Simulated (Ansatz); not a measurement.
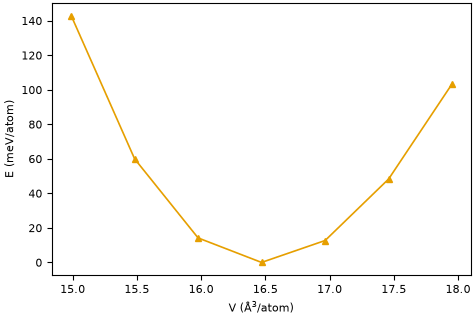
Figure. W in space group R-3m (No. 166; Pearson symbol hR13) under volume change, r²SCAN (plane waves, PAW; program Ansatz), shape and atoms relaxed at each volume.

What does a third-order Birch–Murnaghan fit give for V₀, B₀ and B′?

V₀ = 16.47 Å³/atom, B₀ = 290 GPa, B′ = 4.4.

The start of the workflow was typed in or built on a structure type; neither database checked (COD, Materials Project) lists it. It is not the phase usual at ambient conditions (space group No. 229). Symmetry was held in the r²SCAN relaxation; whether a distortion lowers the energy is not shown. The run is not spin-polarised. Spin–orbit coupling is left out wherever it is not named.

Potentials: the later of the program's two PAW sets.
